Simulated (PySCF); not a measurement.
# [SiH3]− (SMILES [SiH3-]) at SVWN5/6-31G

What is the energy change on altering one bond length of [SiH3]− at SVWN5/6-31G? The job is set up through a Python script.

The calculation is run with PySCF 2.14.0.

6 further runs of the same task are left out: 6 set aside as unsound or not needed.

### 1 The structure to begin with

[SiH3]− has 4 atoms, charge -1, and is taken as a singlet. As SMILES, `[SiH3-]`. The shape is that of a PBE0-D4/def2-TZVPD optimisation.

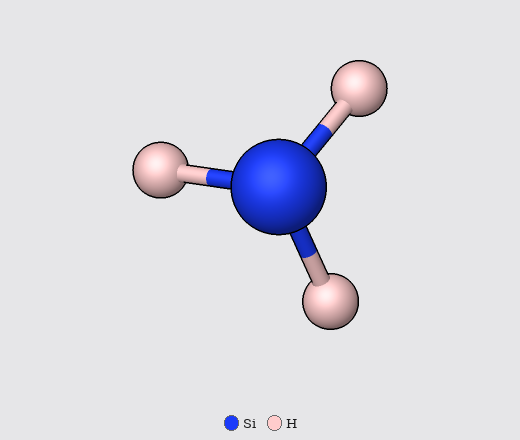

Viewed from a chosen angle; silicon blue, hydrogen pink.

### 2 The energy at SVWN5/6-31G

The input, input.xyz:

```xyz
4
H3Si
Si     0.539700    -0.050700    -0.300900
H      0.426600     0.622300     1.085900
H     -0.298500    -1.283700     0.106800
H     -0.667800     0.712200    -0.891800
```

The input, calc.py:

```python
from pyscf import gto, dft

mol = gto.M(
    atom='input.xyz',
    basis='6-31g',
    spin=0,
    max_memory=1860,
    charge=-1,
    verbose=3,
)

ks = dft.RKS(mol)
ks.xc = 'svwn'
ks.grids.level = 5
ks.conv_tol = 1e-10
ks.kernel()
if not ks.converged:
    ks = ks.newton().run(ks.mo_coeff, ks.mo_occ)

e_tot = ks.e_tot
print('E(%s) = %.9f' % ('SVWN5', e_tot))
```

Command:

```console
$ OMP_NUM_THREADS=1 python calc.py
```

The program printed:

```text
converged SCF energy = -290.027142758312
E(SVWN5) = -290.027142758
```

Wall time 1.2 s (1 thread of Arm Neoverse V2, shared host); peak memory 0.13 GiB.

### 3 The distorted shape

The input, input.py:

```python
from pyscf import gto, dft

mol = gto.M(
    atom='Si 1.143471 -0.432163 -0.005440; H 1.030371 0.240837 1.381360; H 0.305271 -1.665163 0.402260; H -0.667800 0.712200 -0.891800',
    basis='6-31g',
    spin=0,
    charge=-1,
    max_memory=1860,
    verbose=3,
)

mf = dft.RKS(mol)
mf.xc = 'svwn'
mf.grids.level = 5
mf.conv_tol = 1e-10
mf.kernel()
if not mf.converged:
    mf = mf.newton().run(mf.mo_coeff, mf.mo_occ)

e_final = mf.e_tot
print(f'total energy: {e_final:.8f} hartree')
```

Command:

```console
$ OMP_NUM_THREADS=1 python input.py
```

The program printed:

```text
converged SCF energy = -289.982014842266
total energy: -289.98201484 hartree
```

Wall time 1.4 s (1 thread of Arm Neoverse V2, shared host); peak memory 0.13 GiB.

### 4 Results

Level: SVWN5/6-31G.

```
                                                              quantity          value
                                             first shape: total energy  -290.02714 Eh
                                              first shape: HOMO energy        1.77 eV
                                              first shape: LUMO energy        6.52 eV
    first shape: HOMO–LUMO gap (to an unbound level, set by the basis)        4.75 eV
                                         distorted shape: total energy  -289.98201 Eh
                                          distorted shape: HOMO energy        1.15 eV
                                          distorted shape: LUMO energy        4.11 eV
distorted shape: HOMO–LUMO gap (to an unbound level, set by the basis)        2.96 eV
    energy change with the Si1–H4 bond stretched from 1.546 to 2.319 Å       1.228 eV
```

**Reading.** With the Si1–H4 bond stretched from 1.546 to 2.319 Å the energy rises by 1.23 eV (118 kJ/mol). The first shape isn't relaxed at this level, so the change isn't measured from a minimum. Mulliken charges (first shape) run from -0.59 on Si1 to -0.14 on H2; they depend strongly on the basis. The HOMO (first shape) lies at positive energy, 1.77 eV, as semi-local functionals often give for anions; only total energies tell whether the electron is bound. Mulliken charges (distorted shape) run from -0.45 on Si1 to -0.16 on H2; they depend strongly on the basis. The HOMO (distorted shape) lies at positive energy, 1.15 eV, as semi-local functionals often give for anions; only total energies tell whether the electron is bound.
